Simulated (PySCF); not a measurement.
**C$_{3}$H$_{8}$PSi, doublet, SMILES `C=CC[SiH]P`: what the electrons do**

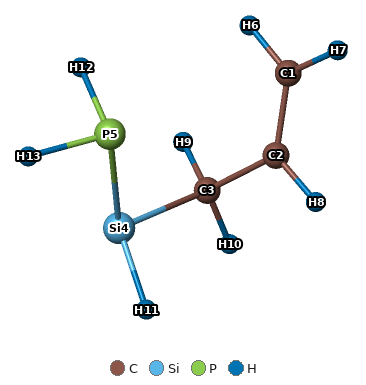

The molecule, with its atoms numbered as below. No frequency check shows the geometry to be a minimum.

Cartesian coordinates (Å):

```
C1       1.9370    1.2790   -0.0814
C2       1.6828    0.0822    0.4264
C3       1.1808   -1.0686   -0.3610
Si4     -0.7180   -1.1602   -0.0210
P5      -1.5107    0.9242    0.0731
H6       1.8350    1.4776   -1.1365
H7       2.2703    2.0999    0.5292
H8       1.7936   -0.0896    1.4894
H9       1.3799   -0.9219   -1.4222
H10      1.6515   -1.9981   -0.0464
H11     -0.9216   -1.7522    1.3185
H12     -1.2721    1.2258   -1.2575
H13     -2.8273    0.5820   -0.1805
```

### 1. Bonding charge

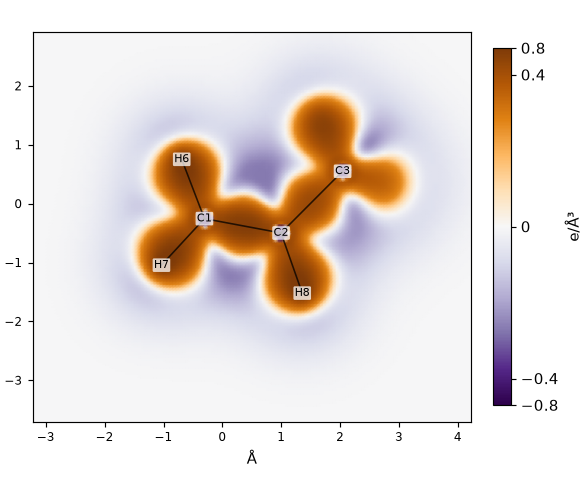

Deformation density (molecule less spherical, spin-averaged free atoms) in the plane of C1, C2, C3, H6, H7 and H8; colour scale in e/Å³, logarithmic beyond ±0.1; orange: gain, purple: loss.

Level of theory: B3LYP/def2-SVPD (PySCF), at a geometry from GFN2-xTB. The stability of the open-shell solution wasn't checked. GFN2-xTB doesn't know the spin state, so this open-shell geometry is rough.

> How much density has each bond in this plane gained at its critical point, relative to the free atoms?

C1–C2: +0.72 e/Å³ at the bond critical point (bond length 1.32 Å). C2–H8: +0.72 e/Å³ at the bond critical point (bond length 1.08 Å). C1–H7: +0.71 e/Å³ at the bond critical point (bond length 1.08 Å). C1–H6: +0.70 e/Å³ at the bond critical point (bond length 1.08 Å). C2–C3: +0.48 e/Å³ at the bond critical point (bond length 1.48 Å). In all, 2.8 electrons gather in the regions of gain relative to the promolecule.

> Where do the Hirshfeld charges lie?

The highest Hirshfeld charge is on Si4 (+0.20 e), the lowest on C3 (−0.14 e).

### 2. Local ionisation energy

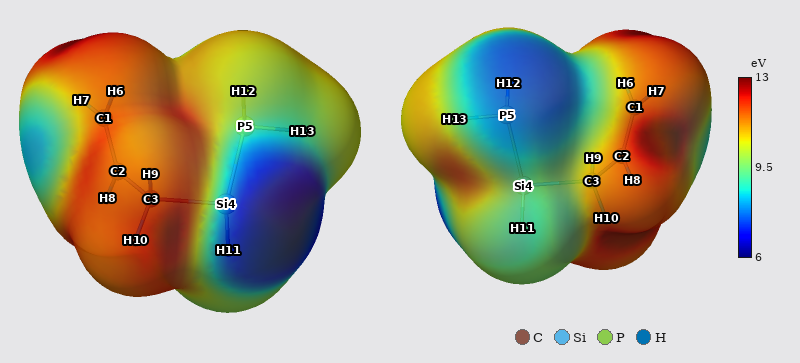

Average local ionisation energy on the surface of electron density 0.001 a.u. (back view left, front view right).

> Where are the most loosely bound electrons on this surface?

The lowest value is 6.1 eV, 2.5 Å from Si4. Further minima include 7.3 eV, 2.3 Å from P5; 8.1 eV, over C1, off the plane of its three bonds (2.2 Å); 9.0 eV, 1.6 Å from H11. For comparison, the highest occupied orbital lies at −5.4 eV.

> What volume does the surface enclose, and what is the dipole moment?

About 157 Å³; the dipole moment is 0.7 D.

### 3. Spin density

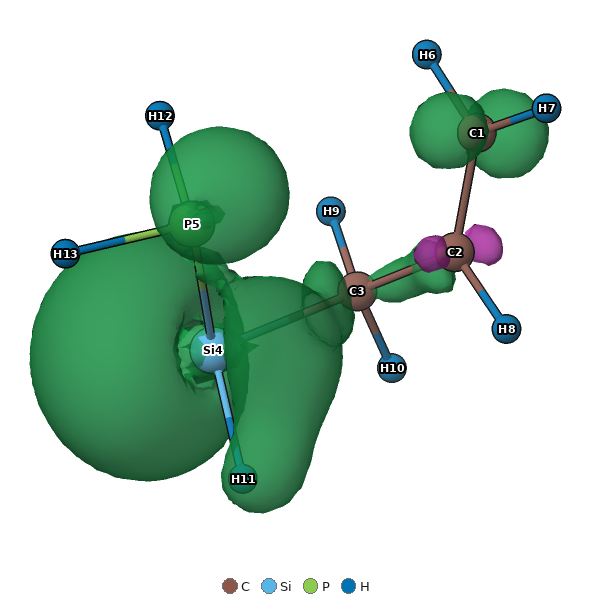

Spin density ρα − ρβ at ±0.02 e/Å³ (green: excess α, purple: excess β).

> Where is the unpaired spin?

Hirshfeld spin populations: Si4 +0.69, P5 +0.13, C1 +0.05, H11 +0.05 and C3 +0.04. ⟨S²⟩ = 0.75, as for a pure state.

### 4. In an electric field

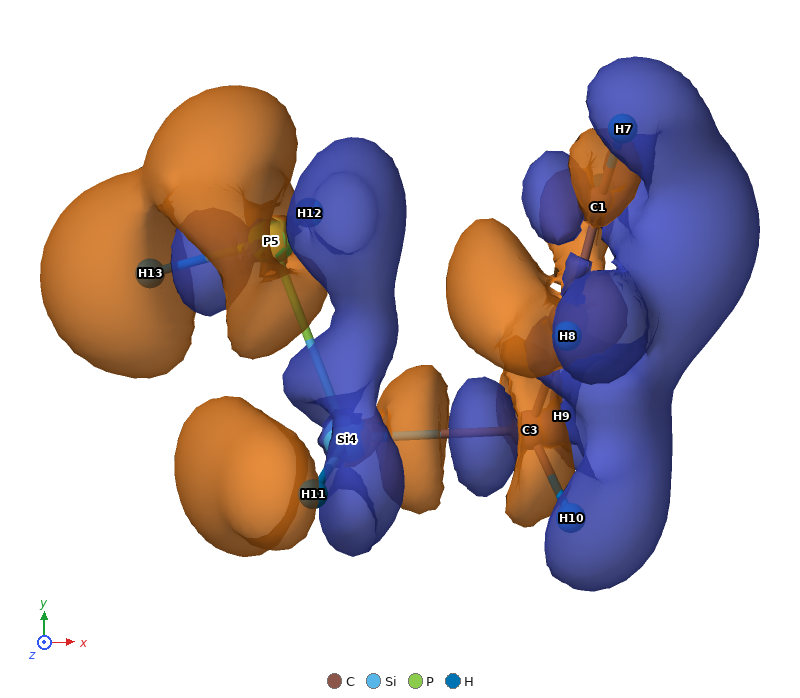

Change of the electron density in a uniform field of 0.10 V/Å, surfaces at ±0.0006 e/Å³ (orange: gain, blue: loss).

Level of theory: TPSSh/6-311+G** (PySCF), at a geometry from GFN2-xTB. The basis has diffuse s and p functions alone, which still leaves polarisabilities too small, most of all across bonds. The stability of the open-shell solution wasn't checked. GFN2-xTB doesn't know the spin state, so this open-shell geometry is rough.

The field was applied in both directions; the picture shows the one opposite to the script's first.

> Along which Cartesian direction does the field point?

Along +x: electrons gather on the −x side, against the field.

> How large is the response?

The induced dipole is 0.52 D (along the field); α along this axis, from the fields in both directions, is 102 bohr³ (15.0 Å³).

### 5. Removing or adding an electron

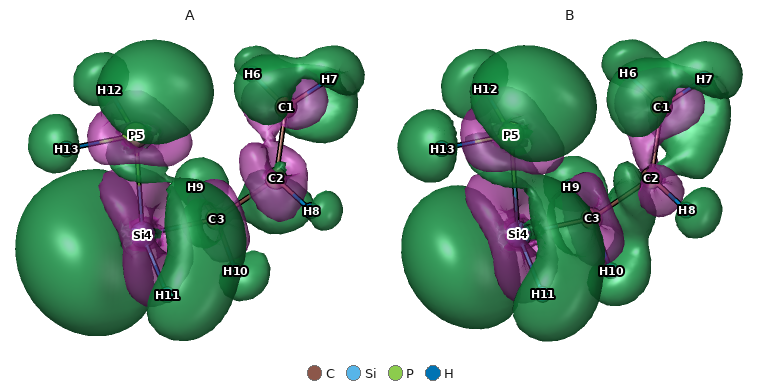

The two Fukui functions at ±0.01 e/Å³ (green positive, purple negative).

Method: PBE/def2-SVPD; geometry: GFN2-xTB; program: PySCF. GFN2-xTB doesn't know the spin state, so this open-shell geometry is rough.

> Which panel is f⁻ (electron removed) and which f⁺ (electron added)?

A is f⁺, B is f⁻. f⁻ (Hirshfeld-condensed) is largest on Si4 (0.34) and P5 (0.19); the vertical ionisation energy is 7.29 eV (to the singlet cation, which needn't be its lowest state). f⁺ (Hirshfeld-condensed) is largest on Si4 (0.40); the vertical electron affinity is 0.99 eV (to the singlet anion, which needn't be its lowest state; the anion's highest orbital has positive energy, so this value and f⁺ depend on the basis).

The PySCF runs shown took 36 s, 3.7 min and 88 s on 1 thread of Intel(R) Xeon(R) Platinum 8488C (Sapphire Rapids), on a shared host.
